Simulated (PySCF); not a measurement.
**CF4OSi, SMILES `[C-]#[O+].F[Si](F)(F)F`: what the electrons do**

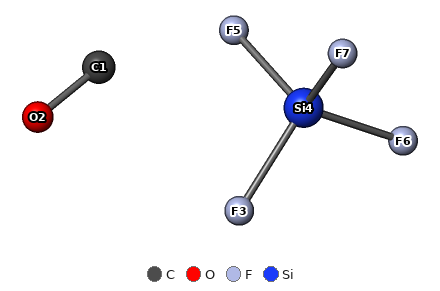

The molecule, with its atoms numbered as below. The pair's geometry is semi-empirical, so its contact may be too short or too long.

Cartesian coordinates (Å):

```
C1      -2.3394    0.4161    0.0293
O2      -3.2546   -0.2371   -0.0173
F3      -0.0354   -1.3073   -0.2826
Si4      0.7898   -0.0032   -0.0001
F5       0.5091    1.0629   -1.1111
F6       2.3137   -0.3731   -0.0293
F7       0.4366    0.5559    1.4190
```

## 1. Bonding charge

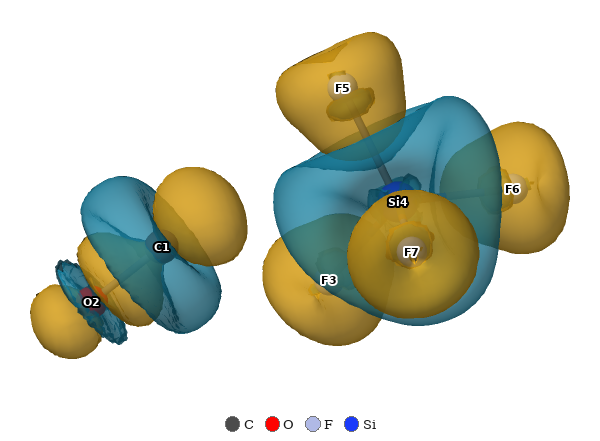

Deformation density (molecule less spherical, spin-averaged free atoms at the same positions), surfaces at ±0.04 e/Å³; yellow: gain, teal: loss.

Method: r2SCAN/6-311G**; geometry: GFN2-xTB; program: PySCF.

> How much density has each bond gained at its critical point, relative to the free atoms?

C1–O2: +0.79 e/Å³ at the bond critical point (bond length 1.12 Å, Mayer order 2.5). Si4–F5: +0.06 e/Å³ at the bond critical point (bond length 1.56 Å, Mayer order 1.0); up to 0.6 Å beside the axis the gain reaches +0.28 e/Å³. Si4–F7: +0.06 e/Å³ at the bond critical point (bond length 1.57 Å, Mayer order 1.0); up to 0.6 Å beside the axis the gain reaches +0.28 e/Å³. Si4–F6: +0.06 e/Å³ at the bond critical point (bond length 1.57 Å, Mayer order 1.0); up to 0.6 Å beside the axis the gain reaches +0.28 e/Å³. F3–Si4: +0.06 e/Å³ at the bond critical point (bond length 1.57 Å, Mayer order 1.0); up to 0.6 Å beside the axis the gain reaches +0.28 e/Å³. In all, 1.6 electrons gather in the regions of gain relative to the promolecule. A small or negative value marks a very polar bond, one between electron-rich atoms, whose free-atom densities already overlap strongly, a long bond to a heavier atom, or a closed-shell contact such as a hydrogen bond.

> Where do the Hirshfeld charges lie?

The highest Hirshfeld charge is on Si4 (+0.64 e), the lowest on F6 (−0.17 e).

## 2. Bond critical points

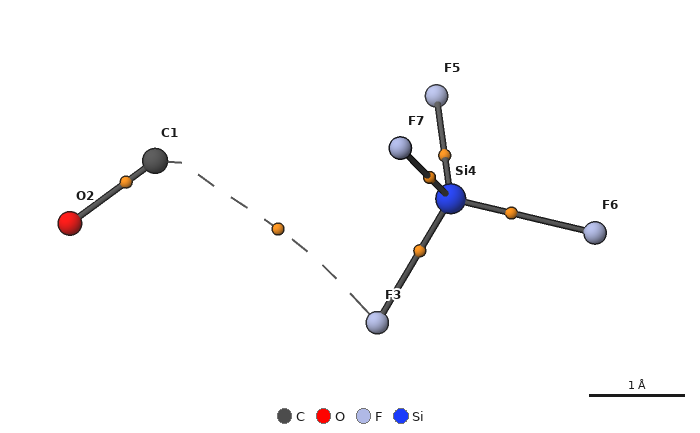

Molecular graph of the electron density (QTAIM): bond paths, bond critical points (orange), ring points (yellow, if any); weak paths are dashed.

> How many critical points of each kind are there, and does the count close?

7 nuclei, 6 bond, 0 ring and 0 cage critical points: 7 − 6 + 0 − 0 = 1, as the Poincaré–Hopf relation requires.

> What does the calculation give at each kind of bond critical point?

```
  bond  length (Å)  ρ (a.u.)  ∇²ρ (a.u.)     ε  H (a.u.)
 C1–O2       1.125     0.485       +0.81  0.00    −0.850
Si4–F5       1.565     0.143       +1.25  0.00    −0.022
Si4–F7       1.566     0.143       +1.25  0.00    −0.022
Si4–F6       1.568     0.141       +1.24  0.00    −0.022
F3–Si4       1.569     0.141       +1.23  0.00    −0.021
 C1–F3       2.894     0.010       +0.04  0.82    +0.001
```

> What kind of interaction is Si4–F7?

Polar or intermediate (positive Laplacian, negative energy density H): ρ = 0.143, ∇²ρ = +1.25, H = −0.022 a.u.

> Are there bond paths between atoms that aren't covalently bonded?

Yes: C1–F3 (2.89 Å, ρ = 0.010).

## 3. Local ionisation energy

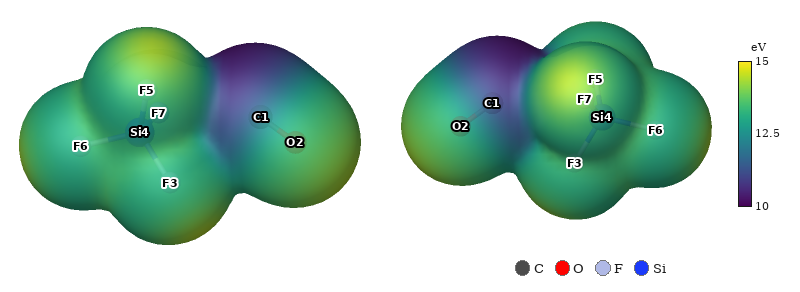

Average local ionisation energy on the surface of electron density 0.001 a.u. (back view left, front view right).

> Where are the most loosely bound electrons on this surface?

The lowest value is 10.3 eV, 2.0 Å from C1. Further minima include 13.1 eV, 1.7 Å from F6, and at like points elsewhere. For comparison, the highest occupied orbital lies at −9.6 eV.

> What volume does the surface enclose, and what is the dipole moment?

About 104 Å³; the dipole moment is 0.5 D.

## 4. Weak contacts

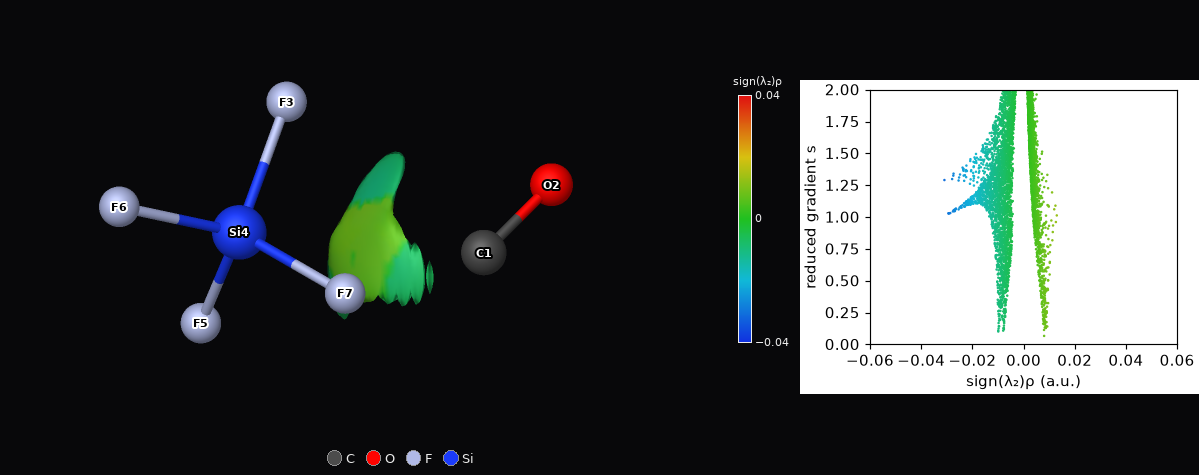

Non-covalent interaction surfaces between the fragments (reduced density gradient s = 0.5, coloured by sign(λ₂)ρ in a.u.; trimmed to the region between the fragments where ρ is under 0.06 a.u.). Fragment A: CO (atoms 1–2); fragment B: SiF4. The plot gives s against sign(λ₂)ρ for grid points between the fragments.

Computed with PySCF, r2SCAN/6-311G**, geometry: GFN2-xTB.

> How strongly are they bound?

The counterpoise-corrected interaction energy of the frozen fragments is −0.5 kcal/mol without dispersion correction and −0.9 kcal/mol with D3(BJ). The pair geometry is semi-empirical, not a minimum at this level.

## 5. Excited states

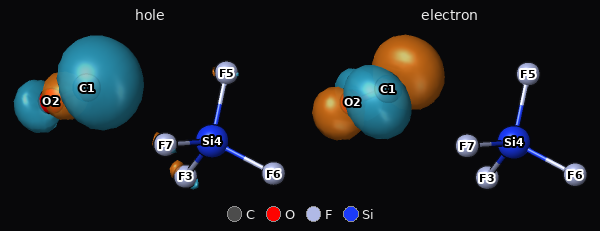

Leading natural transition orbital pair of S₂ (TDA singlet states); the surfaces enclose about 70 % of each orbital's density.

Level of theory: PBE0/def2-SVP (PySCF), at a geometry from GFN2-xTB. Without diffuse functions Rydberg states are missing, so the states' numbers hold for this basis only.

> Where does the state lie, and where do hole and electron sit?

8.78 eV (141 nm), f = 0.089; the leading pair carries 100 %; hole on C1 (69 %) and O2 (24 %), electron on C1 (66 %) and O2 (32 %); their centroids lie 0.3 Å apart; S₁ lies within 0.1 eV of it. In canonical orbitals it is mainly HOMO → LUMO+1 (96 %). The HOMO–LUMO gap is 9.96 eV.
